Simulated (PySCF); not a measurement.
In(H)(OH)(OMe), CH₅InO₂, SMILES C[O][InH][OH], CAM-B3LYP/def2-SVP optimised geometry. Atoms within 1.6 Å of the plane z = 0.0 Å (x, y, z in Å): In1 (0.62, 0.07, 0.00), H2 (2.32, 0.07, 0.00), O3 (-0.66, -1.45, 0.00), H4 (-0.26, -2.32, -0.01), O5 (-0.45, 1.74, 0.00), C6 (-1.85, 1.77, -0.01), H7 (-2.23, 2.31, 0.88), H8 (-2.22, 2.32, -0.89), H9 (-2.32, 0.77, -0.02).

Method: CAM-B3LYP/def2-TZVP, def2 effective core potentials past Kr (PySCF). The core electrons that the potentials of In replace are not part of the density. Cells within 0.4 Å of a nucleus heavier than hydrogen are left out (blank, or x).

Map of the electron localisation function on the plane z = 0.0 Å:

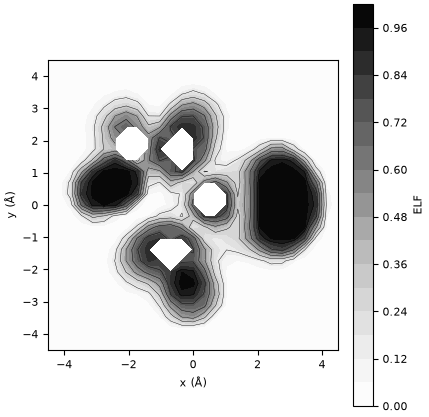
Figure: Electron localisation function on the plane z = 0.0 Å.
